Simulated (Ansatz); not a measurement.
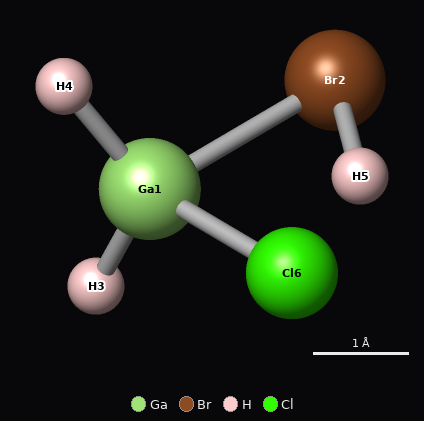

The structure as given in the input (ball-and-stick view, seen at a tilt; atoms are numbered from 1 in the order of the input). Sticks mark near contacts.

**Saddle-point search of GaH3BrCl**

- system: GaH3BrCl
- method: RKS PBE0-D4/def2-SVP (Ansatz 0.2.0)

Some settings of this run were made unusual or wrong on purpose. Figures and captions count atoms from 1; the log counts them from 0 in places.

## Input
```yaml
crystal:
  periodic: [false, false, false]
  atoms:
    - {symbol: Ga, position_ang: [-0.330100, -0.522000, 0.337700]}
    - {symbol: Br, position_ang: [-0.653300, 1.785700, -0.553700]}
    - {symbol: H, position_ang: [-1.223600, -1.485300, -0.483300]}
    - {symbol: H, position_ang: [-0.420300, -0.459200, 1.883000]}
    - {symbol: H, position_ang: [0.855500, 1.037900, -0.738300]}
    - {symbol: Cl, position_ang: [1.771700, -0.357100, -0.445500]}
basis:
  gaussian: {orbitals: def2-SVP}
hamiltonian: {xc: pbe0, dispersion: d4}
saddle:
  max_steps: 30
```

Run on 4 threads of Arm Neoverse V2, 23 GiB of memory available, shared host.

Launched with:
```bash
ansatz run in.yaml --threads 4 --pin off --events-out ev --progress --plain --max-ram 9574MiB
```

## Output
```
Functional definition: PBE0
  name "PBE0"
  cite "Adamo & Barone, J. Chem. Phys. 110, 6158 (1999) doi:10.1063/1.478522"
  cite "Perdew, Burke & Ernzerhof, Phys. Rev. Lett. 77, 3865 (1996) doi:10.1103/PhysRevLett.77.3865"
  parent pbe
  parameter a = 0.25
  parameter kappa = 0.804
  parameter beta = 0.06672455060314922
  exchange = (1 - a)*pbe_x(kappa = kappa, mu = beta*pi^2/3) + a*exact_x
  correlation = pbe_c(beta = beta)
996 factors; integrals over basis functions are off by at most 3.3e-4 eV
mean field evaluation 1: about -134958.0270 eV, gradient 2.0e1 eV
mean field evaluation 2: about -134958.0862 eV, gradient 2.2e1 eV
mean field evaluation 4: about -134958.6639 eV, gradient 3.1e-1 eV
mean field evaluation 8: about -134958.6703 eV, gradient 1.4e-2 eV
mean field -134958.67030424 eV, -4959.6396554083 hartree, gradient 1.6e-5 eV, S^2 0.000000; 0 other end points of the search recorded, 0 dependent functions left out
the calculation of the forces begins
reference -134958.67033061 eV, -4959.6396563777 hartree; 43, 43 occupied and 54, 54 virtual orbitals, 996 factors
saddle search: the rotation starts from a random direction (saddle.seed = 0)
these checks for a lower state are left out or cut short: stability, starts, cluster_reference, orbital_swaps, neighbouring_geometries, increment
996 factors; integrals over basis functions are off by at most 3.4e-4 eV
mean field evaluation 16: about -134958.6737 eV, gradient 5.5e-1 eV
mean field -134958.68062081 eV, -4959.6400345354 hartree, gradient 2.0e-6 eV, S^2 0.000000; 0 other end points of the search recorded, 0 dependent functions left out
[... from here on the field's lines of each further geometry are left out, up to the last ...]
saddle step   1: F+E_penalty+E_count = -134958.80502257 eV  max|allowed force component| = 1.122e0 eV/Å  curvature = -4.3129 eV/Å²  mode residual = 9.42e-2 eV/Å²  Δτ_max = 0.0000 Å  (9 rotations, 12 force calls, 178 SCF iters)  cluster: 3 rotations left out, max|force component along them| = 1.524e-8 eV/Å
saddle step   2: F+E_penalty+E_count = -134958.88636326 eV  max|allowed force component| = 8.785e-1 eV/Å  curvature = -3.4463 eV/Å²  mode residual = 1.70e-1 eV/Å²  Δτ_max = 0.0433 Å  (1 rotations, 3 force calls, 53 SCF iters)  cluster: 3 rotations left out, max|force component along them| = 4.751e-9 eV/Å
saddle step   3: F+E_penalty+E_count = -134958.95877468 eV  max|allowed force component| = 2.066e-1 eV/Å  curvature = -2.2286 eV/Å²  mode residual = 3.14e-1 eV/Å²  Δτ_max = 0.0778 Å  (1 rotations, 3 force calls, 52 SCF iters)  cluster: 3 rotations left out, max|force component along them| = 3.014e-7 eV/Å
saddle step   4: F+E_penalty+E_count = -134958.96337833 eV  max|allowed force component| = 5.319e-2 eV/Å  curvature = -2.6687 eV/Å²  mode residual = 1.67e-1 eV/Å²  Δτ_max = 0.0125 Å  (1 rotations, 3 force calls, 53 SCF iters)  cluster: 3 rotations left out, max|force component along them| = 1.783e-7 eV/Å
saddle step   5: F+E_penalty+E_count = -134958.96376996 eV  max|allowed force component| = 1.647e-2 eV/Å  curvature = -2.6462 eV/Å²  mode residual = 1.34e-1 eV/Å²  Δτ_max = 0.0052 Å  (1 rotations, 6 force calls, 93 SCF iters)  cluster: 3 rotations left out, max|force component along them| = 3.300e-8 eV/Å
saddle search: the force at step 6 is within saddle.f_tol, and the search now checks the order of the point unasked, as it does wherever a lone molecule whose rigid rotations it leaves out would converge (saddle.isolated_cluster): at most 100 rotations across the mode and 202 force calls, two more next to a line or behind a second negative curvature, two more where it reads a positive, two for each turn that reads one and six more at each negative that it reads, and up to 22 at one that stands (24 where saddle.amplitude is under 0.005 Å), over each length that the point is read over (saddle.order_check: false declines the check)
saddle search: the rotation starts from a random direction (saddle.seed = 0)
the calculation of the forces begins
reference -134958.82935494 eV, -4959.6455004139 hartree; 43, 43 occupied and 54, 54 virtual orbitals, 996 factors
996 factors; integrals over basis functions are off by at most 4.3e-4 eV
mean field -134958.82934108 eV, -4959.6454999045 hartree, gradient 2.2e-5 eV, S^2 0.000000; 1 other end points of the search recorded, 0 dependent functions left out
the calculation of the forces begins
reference -134958.82936776 eV, -4959.6455008849 hartree; 43, 43 occupied and 54, 54 virtual orbitals, 996 factors
saddle step   6: F+E_penalty+E_count = -134958.96380342 eV  max|allowed force component| = 6.105e-4 eV/Å  curvature = -2.6698 eV/Å² (error put at 0.0050; -2.6743 at half of saddle.amplitude)  mode residual = 8.42e-2 eV/Å²  Δτ_max = 0.0026 Å  (1 rotations, 26 force calls, 354 SCF iters)  order check (unasked): positive, curvature across the mode = +1.0348 eV/Å²; +0.9568 less its residual, +0.9568 less it at half of saddle.amplitude; error put at 0.0000 (19 force calls)  cluster: 3 rotations left out, max|force component along them| = 5.666e-8 eV/Å
```

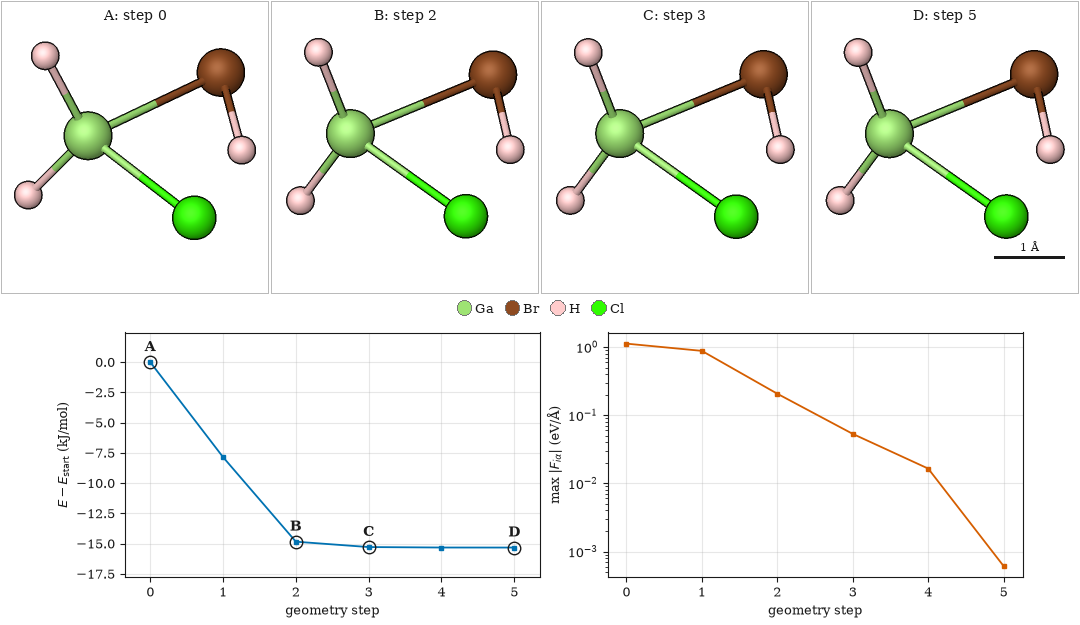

Frames of the saddle-point search (ball-and-stick view, seen at a tilt) above the curves, on which the letters mark them (the first geometry is step 0 here and step 1 in the log).

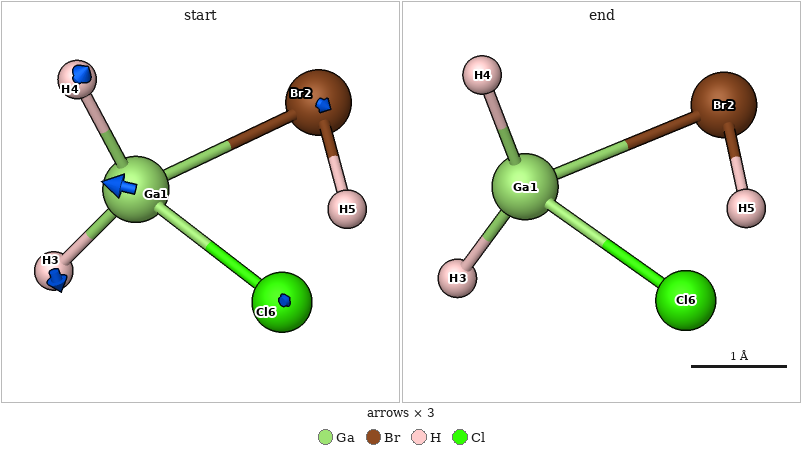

Before (left) and after (right) the saddle-point search, at one scale (ball-and-stick view, seen at a tilt). The blue arrows give the displacements, magnified 3 times. After 5 geometry steps the energy has fallen by 15.3 kJ/mol. The largest force component goes from 1.1 to 0.00061 eV/Å. The largest move after the best rigid fit is that of Ga1, 0.13 Å. Largest moves by element: Ga 0.13 Å, H 0.09 Å, Br 0.06 Å, Cl 0.04 Å. Among the contacts that change: Ga1–Cl6 2.249 → 2.357 Å, Ga1–Br2 2.495 → 2.591 Å, Br2–H5 1.694 → 1.637 Å. Among the angles that change: H3–Ga1–H4 121.3° → 135.1°, Br2–Ga1–Cl6 85.9° → 79.7°, H3–Ga1–Cl6 113.6° → 108.4°. (Atoms are counted from 1 in the order of the input.)

```
Total energy: -134958.96383010 eV, -4959.6504422848 hartree
Atom 0 at    -0.416854    -0.594120     0.398760 Å, force    -0.000229     0.000064     0.000151 eV/Å
Atom 1 at    -0.601607     1.799288    -0.576125 Å, force     0.000610    -0.000070    -0.000186 eV/Å
Atom 2 at    -1.214954    -1.503151    -0.573983 Å, force     0.000039    -0.000133    -0.000049 eV/Å
Atom 3 at    -0.363274    -0.413555     1.939563 Å, force     0.000094    -0.000100     0.000009 eV/Å
Atom 4 at     0.835174     1.029314    -0.729195 Å, force    -0.000473    -0.000033     0.000168 eV/Å
Atom 5 at     1.761416    -0.317775    -0.459119 Å, force    -0.000042     0.000271    -0.000093 eV/Å
Dipole moment:    -0.137867    -0.061389     0.073323 e Å
```

## Trajectory as extended XYZ (Å, eV, eV/Å), 6 frames, from step=1 to step=6
```
6
Properties=species:S:1:pos:R:3:forces:R:3 step=1 energy=-134958.80502
Ga   -0.3301   -0.5220    0.3377   -1.1222  -0.7752   0.7151
Br   -0.6533    1.7857   -0.5537    0.6432   0.0767  -0.2487
H    -1.2236   -1.4853   -0.4833    0.0446  -0.0404  -0.3379
H    -0.4203   -0.4592    1.8830    0.2203   0.1864   0.1860
H     0.8555    1.0379   -0.7383   -0.3193   0.1210   0.0526
Cl    1.7717   -0.3571   -0.4455    0.5334   0.4315  -0.3671
6
Properties=species:S:1:pos:R:3:forces:R:3 step=2 energy=-134958.88636
Ga   -0.3584   -0.5400    0.3552   -0.8785  -0.6322   0.5711
Br   -0.6358    1.7786   -0.5563    0.3559   0.1738  -0.1943
H    -1.2185   -1.4897   -0.5261    0.0652   0.0140  -0.1529
H    -0.3930   -0.4352    1.9064    0.1287   0.0974   0.0397
H     0.8485    1.0289   -0.7325   -0.1789   0.0817   0.0233
Cl    1.7571   -0.3426   -0.4467    0.5075   0.2653  -0.2868
6
Properties=species:S:1:pos:R:3:forces:R:3 step=3 energy=-134958.95878
Ga   -0.4130   -0.5815    0.3919   -0.1583  -0.1979   0.1385
Br   -0.6012    1.7812   -0.5684   -0.1110   0.2066  -0.0519
H    -1.2148   -1.5016   -0.5793    0.0487   0.0563   0.0702
H    -0.3608   -0.4086    1.9411   -0.0089  -0.0178  -0.0993
H     0.8363    1.0283   -0.7288    0.0583  -0.0194  -0.0119
Cl    1.7533   -0.3178   -0.4566    0.1711  -0.0278  -0.0455
6
Properties=species:S:1:pos:R:3:forces:R:3 step=4 energy=-134958.96338
Ga   -0.4185   -0.5883    0.3968    0.0085  -0.0532   0.0208
Br   -0.6039    1.7928   -0.5724   -0.0073   0.0527  -0.0206
H    -1.2139   -1.5014   -0.5740   -0.0051  -0.0021  -0.0038
H    -0.3628   -0.4124    1.9378   -0.0018   0.0019   0.0058
H     0.8358    1.0292   -0.7294    0.0215  -0.0257   0.0040
Cl    1.7632   -0.3199   -0.4588   -0.0158   0.0265  -0.0063
6
Properties=species:S:1:pos:R:3:forces:R:3 step=5 energy=-134958.96377
Ga   -0.4182   -0.5926    0.3986    0.0106  -0.0064  -0.0010
Br   -0.6019    1.7969   -0.5750   -0.0100   0.0165  -0.0038
H    -1.2153   -1.5029   -0.5736    0.0003  -0.0020  -0.0023
H    -0.3640   -0.4135    1.9394    0.0021   0.0000   0.0025
H     0.8364    1.0287   -0.7293    0.0127  -0.0123   0.0010
Cl    1.7630   -0.3166   -0.4602   -0.0156   0.0042   0.0036
6
Properties=species:S:1:pos:R:3:forces:R:3 step=6 energy=-134958.96380
Ga   -0.4169   -0.5941    0.3988   -0.0002   0.0001   0.0002
Br   -0.6016    1.7993   -0.5761    0.0006  -0.0001  -0.0002
H    -1.2150   -1.5032   -0.5740    0.0000  -0.0001   0.0000
H    -0.3633   -0.4136    1.9396    0.0001  -0.0001   0.0000
H     0.8352    1.0293   -0.7292   -0.0005   0.0000   0.0002
Cl    1.7614   -0.3178   -0.4591    0.0000   0.0003  -0.0001
```

## What the run reported

- outcome: converged
- total energy: −134958.9638 eV
- mean-field energy: −134958.8294 eV
- dispersion energy: −0.1345 eV
- largest force (length of the vector) at the end: 0.001 eV/Å
- dipole moment: 0.81 D
- wall time: 44 s (CPU time 2.5 min)
- peak memory: 0.41 GiB

A setting was made wrong on purpose: no mode guess. The run converged all the same; its numbers are those of the faulty input and shouldn't be used.
